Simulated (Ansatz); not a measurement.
# WHClF₅: geometry relaxation (part 1 of 3)

The run: geometry relaxation of WHClF₅, multiplicity 2. Method and program: UKS PBE/def2-SVP (Ansatz 0.2.0).

It belongs to a series of runs on one base structure; here: end point A relaxed. Figures and captions count atoms from 1; the log counts them from 0 in places.

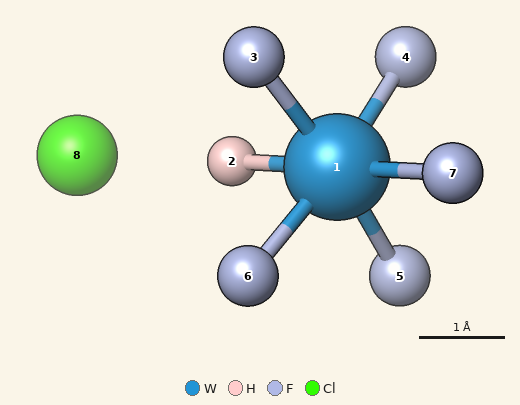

**Figure 1.** The input geometry (ball-and-stick view, seen at a tilt; atoms are numbered from 1 in the order of the input). Sticks mark near contacts.

### Input file
```yaml
crystal:
  periodic: [false, false, false]
  atoms:
    - { symbol: W, position_ang: [0.000204, 0.000204, -0.130469] }
    - { symbol: H, position_ang: [0.006963, 0.006963, 1.606315] }
    - { symbol: F, position_ang: [1.842699, 0.00155, 0.035512] }
    - { symbol: F, position_ang: [0.00155, 1.842699, 0.035512] }
    - { symbol: F, position_ang: [-1.840856, 0.00125, 0.043992] }
    - { symbol: F, position_ang: [0.00125, -1.840856, 0.043992] }
    - { symbol: F, position_ang: [-0.003994, -0.003994, -2.039486] }
    - { symbol: Cl, position_ang: [-0.007816, -0.007816, 4.164633] }
magnetization:
  spin_polarized: true
  initial_magnetization: 1
basis:
  gaussian: { orbitals: def2-SVP }
hamiltonian:
  xc: pbe
relax:
  f_tol: 0.03
  max_steps: 50
output:
  orbitals: {}
```

Launched with:
```bash
ansatz run input.yaml --threads 4 --pin off --max-ram 5120MiB --backend cpu --events-out ev --progress --plain --runs-dir out
```

### Log
```
The last accepted step is kept in [file] (removed where the run ends without a failure and the disk answers)
Engine: ansatz 0.2.0, x86_64-unknown-linux-gnu
Functional definition: PBE
  parameter kappa = 0.804
  parameter beta = 0.06672455060314922
  exchange = pbe_x(kappa = kappa, mu = beta*pi^2/3)
  correlation = pbe_c(beta = beta)
1300 factors; their error is unknown
mean field evaluation 1: about -27911.0091 eV, gradient 5.5e1 eV
mean field evaluation 2: about -27643.0219 eV, gradient 2.0e2 eV
mean field evaluation 4: about -27921.3259 eV, gradient 1.1e1 eV
mean field evaluation 8: about -27921.9628 eV, gradient 6.1e-1 eV
mean field evaluation 16: about -27921.8845 eV, gradient 2.5e-3 eV
mean field evaluation 32: about -27912.5439 eV, gradient 2.5e1 eV
mean field evaluation 64: about -27921.8843 eV, gradient 1.0e-1 eV
mean field evaluation 96: about -27912.1279 eV, gradient 2.5e1 eV
mean field evaluation 128: about -27914.4502 eV, gradient 7.9e0 eV
mean field -27921.88450867 eV, -1026.1103295606 hartree, gradient 7.3e-6 eV, S^2 0.751455; 9 other end points of the search recorded, 0 dependent functions left out
the calculation of the forces begins
reference -27921.88458055 eV, -1026.1103322022 hartree; 39, 38 occupied and 86, 87 virtual orbitals, 1300 factors
relax step   1: F+E_penalty+E_count = -27921.88450867 eV  Δ(F+E_penalty+E_count) = +0.000e0 eV  max|allowed force component| = 7.537e-1 eV/Å  Δτ_max = 0.0000 Å  (434 SCF iters, accepted)
these checks for a lower state are left out or cut short: starts, cluster_reference, orbital_swaps, neighbouring_geometries, increment
1300 factors; their error is unknown
mean field evaluation 160: about -27921.9718 eV, gradient 7.1e-6 eV
mean field -27921.97180845 eV, -1026.1135377684 hartree, gradient 7.1e-6 eV, S^2 0.751598; 0 other end points of the search recorded, 0 dependent functions left out
[... from here on the field's lines of each further geometry are left out, up to the last ...]
relax step   2: F+E_penalty+E_count = -27921.97180845 eV  Δ(F+E_penalty+E_count) = -8.730e-2 eV  max|allowed force component| = 5.688e-1 eV/Å  Δτ_max = 0.1189 Å  (46 SCF iters, accepted)
relax step   3: F+E_penalty+E_count = -27922.10423938 eV  Δ(F+E_penalty+E_count) = -1.324e-1 eV  max|allowed force component| = 9.206e-1 eV/Å  Δτ_max = 0.1949 Å  (45 SCF iters, accepted)
relax step   4: F+E_penalty+E_count = -27922.31400837 eV  Δ(F+E_penalty+E_count) = -2.098e-1 eV  max|allowed force component| = 9.866e-1 eV/Å  Δτ_max = 0.1948 Å  (43 SCF iters, accepted)
relax step   5: F+E_penalty+E_count = -27922.63909095 eV  Δ(F+E_penalty+E_count) = -3.251e-1 eV  max|allowed force component| = 1.270e0 eV/Å  Δτ_max = 0.1932 Å  (86 SCF iters, accepted)
relax step   6: F+E_penalty+E_count = -27923.08034246 eV  Δ(F+E_penalty+E_count) = -4.413e-1 eV  max|allowed force component| = 1.937e0 eV/Å  Δτ_max = 0.1940 Å  (49 SCF iters, accepted)
relax step   7: F+E_penalty+E_count = -27923.47074681 eV  Δ(F+E_penalty+E_count) = -3.904e-1 eV  max|allowed force component| = 3.564e0 eV/Å  Δτ_max = 0.1955 Å  (42 SCF iters, accepted)
relax step   8: F+E_penalty+E_count = -27923.60265341 eV  Δ(F+E_penalty+E_count) = -1.319e-1 eV  max|allowed force component| = 2.803e0 eV/Å  Δτ_max = 0.1922 Å  (42 SCF iters, accepted)
relax step   9: F+E_penalty+E_count = -27923.79915319 eV  Δ(F+E_penalty+E_count) = -1.965e-1 eV  max|allowed force component| = 1.903e0 eV/Å  Δτ_max = 0.1932 Å  (42 SCF iters, accepted)
relax step  10: F+E_penalty+E_count = -27923.94068539 eV  Δ(F+E_penalty+E_count) = -1.415e-1 eV  max|allowed force component| = 4.517e-1 eV/Å  Δτ_max = 0.1946 Å  (39 SCF iters, accepted)
relax step  11: F+E_penalty+E_count = -27923.99179985 eV  Δ(F+E_penalty+E_count) = -5.111e-2 eV  max|allowed force component| = 3.925e-1 eV/Å  Δτ_max = 0.1269 Å  (36 SCF iters, accepted)
relax step  12: F+E_penalty+E_count = -27924.03019242 eV  Δ(F+E_penalty+E_count) = -3.839e-2 eV  max|allowed force component| = 9.216e-1 eV/Å  Δτ_max = 0.1986 Å  (38 SCF iters, accepted)
relax step  13: F+E_penalty+E_count = -27924.11752483 eV  Δ(F+E_penalty+E_count) = -8.733e-2 eV  max|allowed force component| = 9.287e-1 eV/Å  Δτ_max = 0.1905 Å  (39 SCF iters, accepted)
relax step  14: F+E_penalty+E_count = -27924.07979020 eV  Δ(F+E_penalty+E_count) = +3.773e-2 eV  max|allowed force component| = 9.695e-1 eV/Å  Δτ_max = 0.1788 Å  (44 SCF iters, rejected (line search))
relax step  15: F+E_penalty+E_count = -27924.19129533 eV  Δ(F+E_penalty+E_count) = -7.377e-2 eV  max|allowed force component| = 1.053e-1 eV/Å  Δτ_max = 0.0870 Å  (39 SCF iters, accepted)
relax step  16: F+E_penalty+E_count = -27924.21533113 eV  Δ(F+E_penalty+E_count) = -2.404e-2 eV  max|allowed force component| = 1.481e-1 eV/Å  Δτ_max = 0.0953 Å  (40 SCF iters, accepted)
relax step  17: F+E_penalty+E_count = -27924.22184027 eV  Δ(F+E_penalty+E_count) = -6.509e-3 eV  max|allowed force component| = 2.023e-1 eV/Å  Δτ_max = 0.1392 Å  (42 SCF iters, accepted)
relax step  18: F+E_penalty+E_count = -27924.17128759 eV  Δ(F+E_penalty+E_count) = +5.055e-2 eV  max|allowed force component| = 8.945e-1 eV/Å  Δτ_max = 0.1642 Å  (49 SCF iters, rejected (line search))
relax step  19: F+E_penalty+E_count = -27924.22540109 eV  Δ(F+E_penalty+E_count) = -3.561e-3 eV  max|allowed force component| = 1.400e-1 eV/Å  Δτ_max = 0.0802 Å  (43 SCF iters, accepted)
relax step  20: F+E_penalty+E_count = -27924.21768437 eV  Δ(F+E_penalty+E_count) = +7.717e-3 eV  max|allowed force component| = 2.667e-1 eV/Å  Δτ_max = 0.0951 Å  (43 SCF iters, rejected (line search))
relax step  21: F+E_penalty+E_count = -27924.22876300 eV  Δ(F+E_penalty+E_count) = -3.362e-3 eV  max|allowed force component| = 5.183e-2 eV/Å  Δτ_max = 0.0387 Å  (38 SCF iters, accepted)
relax step  22: F+E_penalty+E_count = -27924.22881706 eV  Δ(F+E_penalty+E_count) = -5.405e-5 eV  max|allowed force component| = 4.243e-2 eV/Å  Δτ_max = 0.0064 Å  (38 SCF iters, accepted)
relax step  23: F+E_penalty+E_count = -27924.22884787 eV  Δ(F+E_penalty+E_count) = -3.081e-5 eV  max|allowed force component| = 3.311e-2 eV/Å  Δτ_max = 0.0013 Å  (32 SCF iters, accepted)
relax step  24: F+E_penalty+E_count = -27924.22888745 eV  Δ(F+E_penalty+E_count) = -3.958e-5 eV  max|allowed force component| = 1.468e-2 eV/Å  Δτ_max = 0.0031 Å  (39 SCF iters, accepted)
relax step  25: F+E_penalty+E_count = -27924.22893595 eV  Δ(F+E_penalty+E_count) = -4.850e-5 eV  max|allowed force component| = 3.314e-2 eV/Å  Δτ_max = 0.0308 Å  (39 SCF iters, accepted)
relax step  26: F+E_penalty+E_count = -27924.22899680 eV  Δ(F+E_penalty+E_count) = -6.086e-5 eV  max|allowed force component| = 1.544e-2 eV/Å  Δτ_max = 0.0056 Å  (39 SCF iters, accepted)
relax step  27: F+E_penalty+E_count = -27924.22930409 eV  Δ(F+E_penalty+E_count) = -3.073e-4 eV  max|allowed force component| = 2.212e-2 eV/Å  Δτ_max = 0.0312 Å  (37 SCF iters, accepted)
relax step  28: F+E_penalty+E_count = -27924.23041148 eV  Δ(F+E_penalty+E_count) = -1.107e-3 eV  max|allowed force component| = 5.652e-2 eV/Å  Δτ_max = 0.0651 Å  (39 SCF iters, accepted)
relax step  29: F+E_penalty+E_count = -27924.22299706 eV  Δ(F+E_penalty+E_count) = +7.414e-3 eV  max|allowed force component| = 7.138e-1 eV/Å  Δτ_max = 0.1714 Å  (48 SCF iters, rejected (line search))
relax step  30: F+E_penalty+E_count = -27924.23248544 eV  Δ(F+E_penalty+E_count) = -2.074e-3 eV  max|allowed force component| = 1.236e-1 eV/Å  Δτ_max = 0.0835 Å  (41 SCF iters, accepted)
relax step  31: F+E_penalty+E_count = -27924.23315687 eV  Δ(F+E_penalty+E_count) = -6.714e-4 eV  max|allowed force component| = 4.006e-1 eV/Å  Δτ_max = 0.0978 Å  (38 SCF iters, accepted)
relax step  32: F+E_penalty+E_count = -27924.22913407 eV  Δ(F+E_penalty+E_count) = +4.023e-3 eV  max|allowed force component| = 7.040e-1 eV/Å  Δτ_max = 0.1455 Å  (49 SCF iters, rejected (line search))
relax step  33: F+E_penalty+E_count = -27924.24020246 eV  Δ(F+E_penalty+E_count) = -7.046e-3 eV  max|allowed force component| = 4.372e-2 eV/Å  Δτ_max = 0.0702 Å  (41 SCF iters, accepted)
relax step  34: F+E_penalty+E_count = -27924.24439210 eV  Δ(F+E_penalty+E_count) = -4.190e-3 eV  max|allowed force component| = 7.905e-2 eV/Å  Δτ_max = 0.0732 Å  (41 SCF iters, accepted)
relax step  35: F+E_penalty+E_count = -27924.24909660 eV  Δ(F+E_penalty+E_count) = -4.704e-3 eV  max|allowed force component| = 2.184e-1 eV/Å  Δτ_max = 0.1100 Å  (47 SCF iters, accepted)
relax step  36: F+E_penalty+E_count = -27924.25451666 eV  Δ(F+E_penalty+E_count) = -5.420e-3 eV  max|allowed force component| = 1.139e-1 eV/Å  Δτ_max = 0.0963 Å  (53 SCF iters, accepted)
relax step  37: F+E_penalty+E_count = -27924.25471967 eV  Δ(F+E_penalty+E_count) = -2.030e-4 eV  max|allowed force component| = 4.598e-1 eV/Å  Δτ_max = 0.1771 Å  (49 SCF iters, accepted)
relax step  38: F+E_penalty+E_count = -27924.25879074 eV  Δ(F+E_penalty+E_count) = -4.071e-3 eV  max|allowed force component| = 3.523e-1 eV/Å  Δτ_max = 0.1144 Å  (46 SCF iters, accepted)
relax step  39: F+E_penalty+E_count = -27924.26706577 eV  Δ(F+E_penalty+E_count) = -8.275e-3 eV  max|allowed force component| = 1.883e-1 eV/Å  Δτ_max = 0.1281 Å  (45 SCF iters, accepted)
relax step  40: F+E_penalty+E_count = -27924.27225455 eV  Δ(F+E_penalty+E_count) = -5.189e-3 eV  max|allowed force component| = 9.168e-2 eV/Å  Δτ_max = 0.0198 Å  (43 SCF iters, accepted)
relax step  41: F+E_penalty+E_count = -27924.27576058 eV  Δ(F+E_penalty+E_count) = -3.506e-3 eV  max|allowed force component| = 1.342e-1 eV/Å  Δτ_max = 0.0525 Å  (52 SCF iters, accepted)
relax step  42: F+E_penalty+E_count = -27924.27964951 eV  Δ(F+E_penalty+E_count) = -3.889e-3 eV  max|allowed force component| = 2.279e-1 eV/Å  Δτ_max = 0.0553 Å  (55 SCF iters, accepted)
relax step  43: F+E_penalty+E_count = -27924.28712911 eV  Δ(F+E_penalty+E_count) = -7.480e-3 eV  max|allowed force component| = 2.018e-1 eV/Å  Δτ_max = 0.0468 Å  (54 SCF iters, accepted)
relax step  44: F+E_penalty+E_count = -27924.27554824 eV  Δ(F+E_penalty+E_count) = +1.158e-2 eV  max|allowed force component| = 5.213e-1 eV/Å  Δτ_max = 0.1734 Å  (52 SCF iters, rejected (line search))
relax step  45: F+E_penalty+E_count = -27924.29276436 eV  Δ(F+E_penalty+E_count) = -5.635e-3 eV  max|allowed force component| = 1.205e-1 eV/Å  Δτ_max = 0.0416 Å  (50 SCF iters, accepted)
relax step  46: F+E_penalty+E_count = -27924.29894514 eV  Δ(F+E_penalty+E_count) = -6.181e-3 eV  max|allowed force component| = 1.692e-1 eV/Å  Δτ_max = 0.0950 Å  (48 SCF iters, accepted)
relax step  47: F+E_penalty+E_count = -27924.29903042 eV  Δ(F+E_penalty+E_count) = -8.528e-5 eV  max|allowed force component| = 1.292e-1 eV/Å  Δτ_max = 0.0575 Å  (41 SCF iters, accepted)
relax step  48: F+E_penalty+E_count = -27924.30028027 eV  Δ(F+E_penalty+E_count) = -1.250e-3 eV  max|allowed force component| = 7.534e-2 eV/Å  Δτ_max = 0.0256 Å  (45 SCF iters, accepted)
relax step  49: F+E_penalty+E_count = -27924.30032399 eV  Δ(F+E_penalty+E_count) = -4.372e-5 eV  max|allowed force component| = 4.534e-2 eV/Å  Δτ_max = 0.0124 Å  (41 SCF iters, accepted)
the calculation of the forces begins
reference -27924.30063882 eV, -1026.1991207057 hartree; 39, 38 occupied and 86, 87 virtual orbitals, 1300 factors
relax step  50: F+E_penalty+E_count = -27924.30056898 eV  Δ(F+E_penalty+E_count) = -2.450e-4 eV  max|allowed force component| = 1.781e-2 eV/Å  Δτ_max = 0.0061 Å  (43 SCF iters, accepted)
1300 factors; their error is unknown
mean field evaluation 640: about -27924.3006 eV, gradient 9.8e-6 eV
mean field evaluation 672: about -27924.1788 eV, gradient 9.3e-1 eV
```

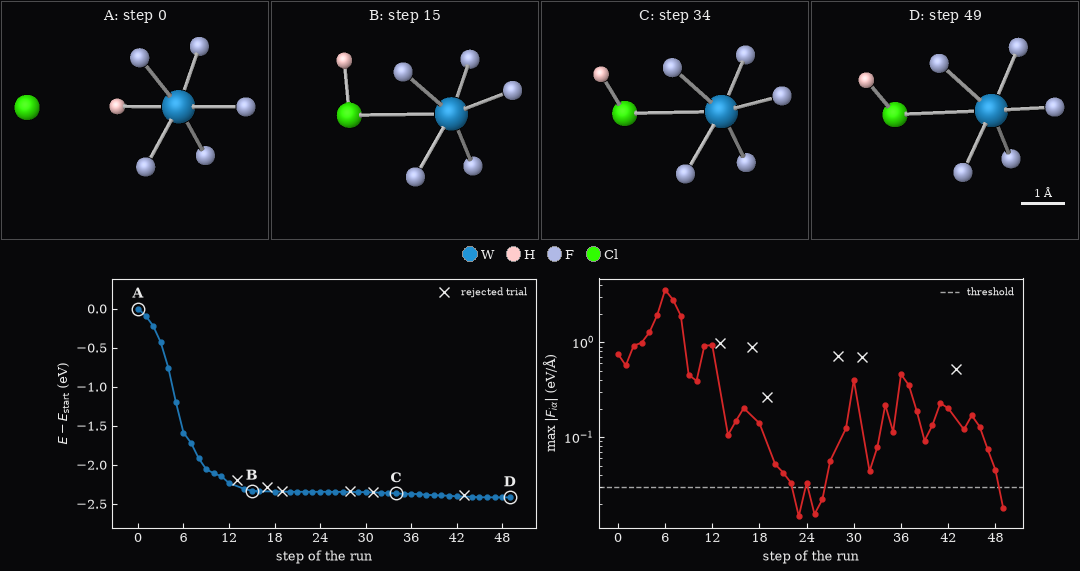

**Figure 2.** Frames of the relaxation (ball-and-stick view, seen at a tilt) above the curves, on which the letters mark them (the first geometry is step 0 here and step 1 in the log).

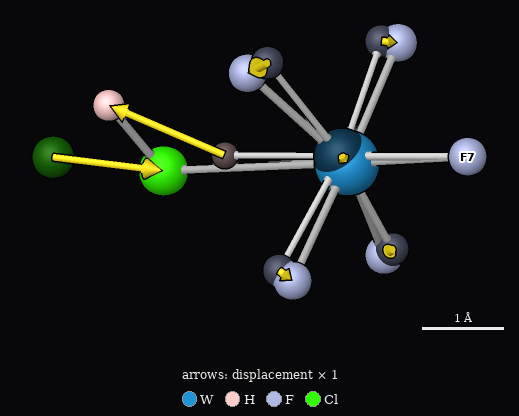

**Figure 3.** Start (faint) and end (solid) with the displacements as yellow arrows, at true length (ball-and-stick view, seen at a tilt). The two geometries are laid on each other by the best rigid fit. The atom that moves furthest after the best rigid fit is H2 (1.58 Å). By element the largest moves are H 1.58 Å, Cl 1.52 Å, F 0.46 Å, W 0.14 Å. Among the contacts that change: W1–Cl8 4.295 → 2.816 Å, W1–H2 1.737 → 3.182 Å, H2–Cl8 2.558 → 1.305 Å, W1–F4 1.850 → 1.912 Å. New bonds form: H2–Cl8 (2.56 → 1.30 Å), W1–Cl8 (4.30 → 2.82 Å). Bonds break: W1–H2 (1.74 → 3.18 Å). Among the angles that change: F3–W1–F5 169.4° → 150.3°, F5–W1–F7 95.3° → 105.4°, F3–W1–F7 95.3° → 104.2°. Over 49 geometry steps the energy falls by 2.416 eV. Largest force component: 0.75 eV/Å at the start, 0.018 eV/Å at the end. The line search rejected the trial steps at points 13, 17, 19, 28, 31, 43 (counted from 0) and went back. (Atoms are counted from 1 in the order of the input.)

```
mean field -27924.30056898 eV, -1026.1991181394 hartree, gradient 9.8e-6 eV, S^2 0.752292; 7 other end points of the search recorded, 0 dependent functions left out
the calculation of the forces begins
reference -27924.30063882 eV, -1026.1991207057 hartree; 39, 38 occupied and 86, 87 virtual orbitals, 1300 factors
Total energy: -27924.30063882 eV, -1026.1991207057 hartree
Atom 0 at    -0.134591    -0.035587    -0.142560 Å, force     0.001771     0.003360    -0.017809 eV/Å
Atom 1 at     0.976955     0.167555     2.831897 Å, force    -0.014399    -0.000936    -0.001968 eV/Å
Atom 2 at     1.630264     0.107420     0.451650 Å, force    -0.003157    -0.003601     0.006245 eV/Å
Atom 3 at    -0.234208     1.872958    -0.210743 Å, force     0.000327    -0.000402    -0.000908 eV/Å
Atom 4 at    -1.950371    -0.139789     0.214101 Å, force    -0.000449     0.000722     0.002664 eV/Å
Atom 5 at     0.014796    -1.939557    -0.048494 Å, force     0.004256    -0.003341     0.003618 eV/Å
Atom 6 at     0.011286    -0.108834    -2.001297 Å, force    -0.003788     0.003405     0.008440 eV/Å
Atom 7 at    -0.314132     0.075834     2.665446 Å, force     0.015440     0.000794    -0.000282 eV/Å
Dipole moment:     0.190575     0.044272     0.723915 e Å
```

### Trajectory as extended XYZ (Å, eV, eV/Å), 50 frames, from step=1 to step=50
```
8
Properties=species:S:1:pos:R:3:forces:R:3 step=1 energy=-27921.88451
W     0.0002    0.0002   -0.1305    0.0167   0.0167  -0.3735
H     0.0070    0.0070    1.6063   -0.0029  -0.0029   0.7537
F     1.8427    0.0015    0.0355    0.0051  -0.0033   0.0113
F     0.0015    1.8427    0.0355   -0.0033   0.0051   0.0113
F    -1.8409    0.0013    0.0440   -0.0200  -0.0012   0.0196
F     0.0013   -1.8409    0.0440   -0.0012  -0.0200   0.0196
F    -0.0040   -0.0040   -2.0395    0.0036   0.0036  -0.0077
Cl   -0.0078   -0.0078    4.1646    0.0020   0.0020  -0.4343
8
Properties=species:S:1:pos:R:3:forces:R:3 step=2 energy=-27921.97181
W     0.0005    0.0005   -0.1219   -0.0012  -0.0012   0.0054
H     0.0065    0.0065    1.6564    0.0010   0.0010   0.4039
F     1.8429    0.0010    0.0469   -0.0289  -0.0005   0.0097
F     0.0010    1.8429    0.0469   -0.0005  -0.0289   0.0097
F    -1.8405    0.0011    0.0585    0.0262  -0.0011   0.0075
F     0.0011   -1.8405    0.0585   -0.0011   0.0262   0.0075
F    -0.0032   -0.0032   -2.0311    0.0015   0.0015   0.1250
Cl   -0.0083   -0.0083    4.0457    0.0030   0.0030  -0.5688
```
